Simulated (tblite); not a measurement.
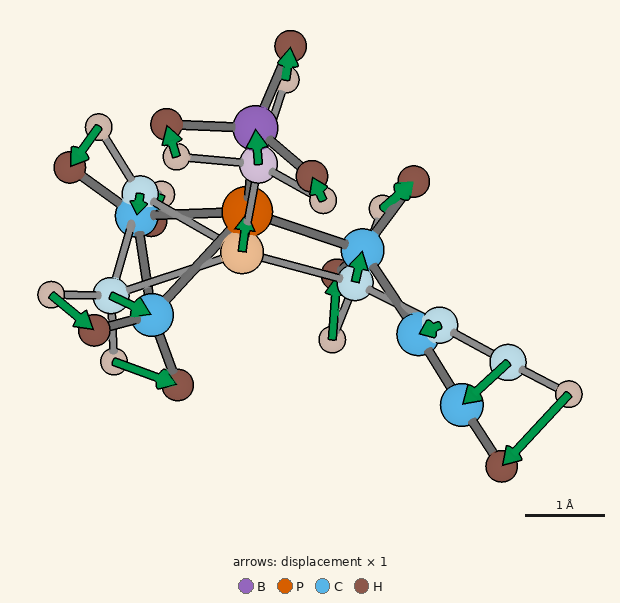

This is a relaxation of C$_{5}$H$_{10}$BP. The starting structure is drawn faded, the final one solid; green arrows show the displacements, at their true length. The two geometries are superimposed by the best rigid fit.

Style: ball-and-stick. Shown from a free direction.

Method: tblite 0.8.0, GFN2-xTB geometry optimisation, gas phase. 

> Atoms of which element are displaced furthest, and by how much?

Hydrogen: up to 1.32 Å, against 0.85 Å for carbon.

> Describe the change and its energy.

The atom that moves furthest after the best rigid fit is an H atom (1.32 Å). Largest moves by element: H 1.32 Å, C 0.85 Å, P 0.52 Å, B 0.48 Å. Some distances before and after: C–C 1.446 → 1.524 Å, B–P 1.878 → 1.949 Å, C–P 1.823 → 1.865 Å, C–H 1.118 → 1.082 Å. Bond angles that change, for instance: B–P–C 107.7° → 126.0°, C–P–C 118.5° → 103.6°, H–C–H 122.0° → 113.2°. After 155 geometry steps the energy has fallen by 58.9 kJ/mol. Cost: 1.1 s on 1 thread of Arm Neoverse V1, on a shared host.
